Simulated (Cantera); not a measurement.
Charge: 1 mol Si, 9.8 mol Cl2, 78 mol H2, held at 3.50 Pa.

These are equilibrium values from Cantera (NASA tables, ideal gas, pure condensed phases), not measurements of a reactor. Candidate condensed phases: Si; 19 gas species. The tables' values for SiCl3 are old estimates; treat these amounts as uncertain. Equilibrium is a limit: real reactors are often held back by kinetics, nucleation or transport.

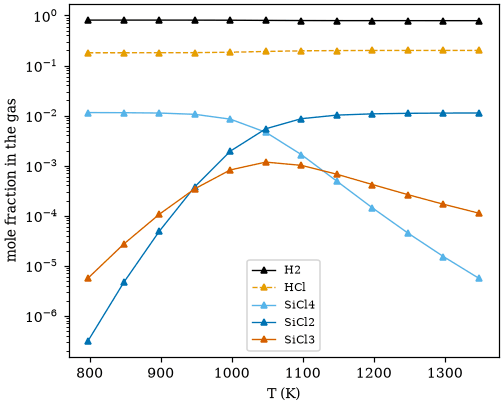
Figure: Equilibrium gas composition (values under 1e-9 drawn at 1e-9)

From 798 K to 1348 K nothing is condensed. The main Si-bearing gas is SiCl4 at 798 K and SiCl2 at 1348 K.
